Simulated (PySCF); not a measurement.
## Si₂H₄O₂: excited-state calculation

Si₂H₄O₂, computed with TDDFT CAM-B3LYP/def2-SVPD, vertical, gas phase, core orbitals frozen in the response (PySCF 2.14.0).

The geometry comes from this level: PBE0-D3(BJ)/def2-SVP.

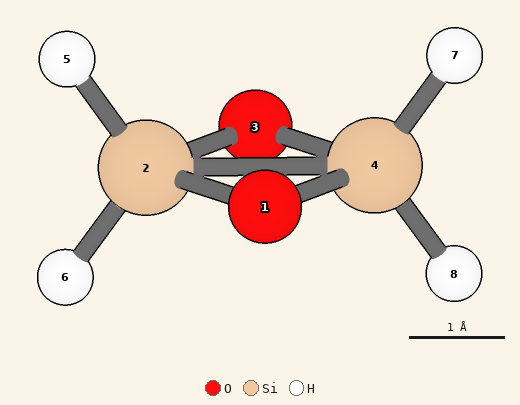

Figure 1. The input geometry (ball-and-stick view, seen at a tilt; atoms are numbered from 1 in the order of the input). Bond lengths as drawn: H–Si 1.49 Å, O–Si 1.70 Å and Si–Si 2.41 Å.

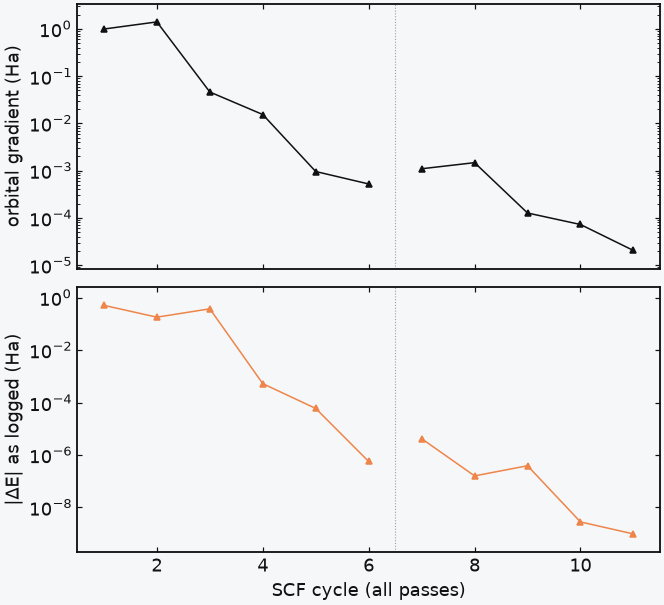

Figure 2. Convergence of the self-consistent field: orbital gradient and size of the energy change against the SCF cycle. The dotted line marks the change from a coarse to the final integration grid. The first 6 cycles use a coarse grid, the final grid takes over at cycle 7, and the field converges after 11 cycles in all.

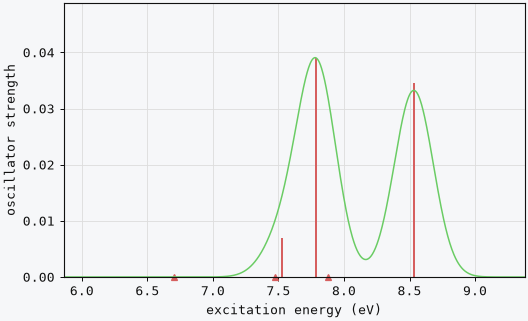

Figure 3. Computed excitations as sticks (degenerate states added up, dark ones marked on the axis), with a Gaussian envelope of 0.35 eV full width at half maximum, scaled to the tallest. Of the 6 states the lowest lies at 6.71 eV (f = 0.000); the strongest line is at 7.79 eV, or 159 nm (f = 0.039).

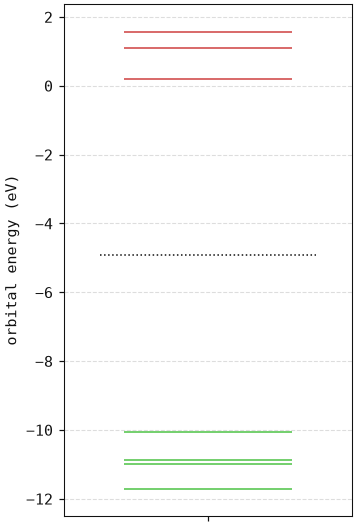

Figure 4. Orbital energies near the frontier; the dotted line parts filled from empty levels, and levels within 0.02 eV of each other stand side by side. Highest filled −10.06 eV, lowest empty 0.20 eV, 10.26 eV apart.

The input and output of the run follow.

**Input**
```
{"job": {"kind": "uv", "xc": "CAM-B3LYP", "basis": "def2-SVPD", "nstates": 6, "ntriplets": 2, "ip": true}, "charge": 0, "multiplicity": 1}
O     -0.036691     0.229016     1.168380
Si    -1.063442    -0.553930     0.067656
O      0.049920    -0.239911    -1.174943
Si     1.075441     0.545897    -0.074306
H     -2.370049     0.128786    -0.121114
H     -1.249590    -2.001592     0.348479
H      1.255049     1.994405    -0.354739
H      2.385542    -0.131170     0.112740
```

The first line tells a small driver script what to run in PySCF; the rest is the geometry in Å.

Run as:
```bash
OMP_NUM_THREADS=1 python <driver script> task.json out
```

**The program's output**
```
coarse grid: 7904 points
cycle   1  E = -731.3381653930  dE =  5.105e-01  |g| = 9.978e-01  |ddm| = 3.245e+00
cycle   2  E = -731.1574044423  dE =  1.808e-01  |g| = 1.412e+00  |ddm| = 2.338e+00
cycle   3  E = -731.5339237191  dE = -3.765e-01  |g| = 4.626e-02  |ddm| = 1.303e+00
cycle   4  E = -731.5344519363  dE = -5.282e-04  |g| = 1.542e-02  |ddm| = 1.246e-01
cycle   5  E = -731.5345116695  dE = -5.973e-05  |g| = 9.574e-04  |ddm| = 2.788e-02
cycle   6  E = -731.5345122366  dE = -5.671e-07  |g| = 5.218e-04  |ddm| = 4.683e-03
final grid: 67760 points
cycle   7  E = -731.6418134250  dE = -4.207e-06  |g| = 1.095e-03  |ddm| = 1.418e-02
cycle   8  E = -731.6418132647  dE =  1.603e-07  |g| = 1.475e-03  |ddm| = 3.006e-03
cycle   9  E = -731.6418136546  dE = -3.899e-07  |g| = 1.266e-04  |ddm| = 1.237e-03
cycle  10  E = -731.6418136574  dE = -2.814e-09  |g| = 7.227e-05  |ddm| = 2.266e-04
cycle  11  E = -731.6418136584  dE = -9.800e-10  |g| = 2.034e-05  |ddm| = 9.826e-05
converged SCF energy = -731.6418136584

Static polarisability (au): isotropic 51.422, principal 43.957 50.157 60.153

Singlet excitations
state   eV       nm        f      main configurations
  1   6.7061    184.9   0.00000   H->L 0.95
  2   7.4736    165.9   0.00001   H-1->L 0.98
  3   7.5290    164.7   0.00688   H-2->L 0.87, H->L+1 0.09
  4   7.7901    159.2   0.03908   H->L+1 0.78, H-2->L 0.10, H->L+3 0.09
  5   7.8818    157.3   0.00000   H->L+4 0.53, H-3->L 0.44
  6   8.5329    145.3   0.03458   H-1->L+1 0.91

Triplet excitations (Tamm-Dancoff, eV): 6.3531 7.2421
Vertical ionisation energy (delta-SCF) = 11.0480 eV
```

**Key numbers**

- outcome: converged
- total energy: −731.641814 hartree
- HOMO: −10.06 eV
- LUMO: 0.20 eV
- dipole moment: 0.00 D
- mean polarisability: 51.42 a.u.
- vertical ionisation energy: 11.05 eV
- lowest singlet excitation: 6.71 eV
- hardware: 1 CPU thread, shared host
- wall time: 27 s
- peak memory: 0.59 GiB
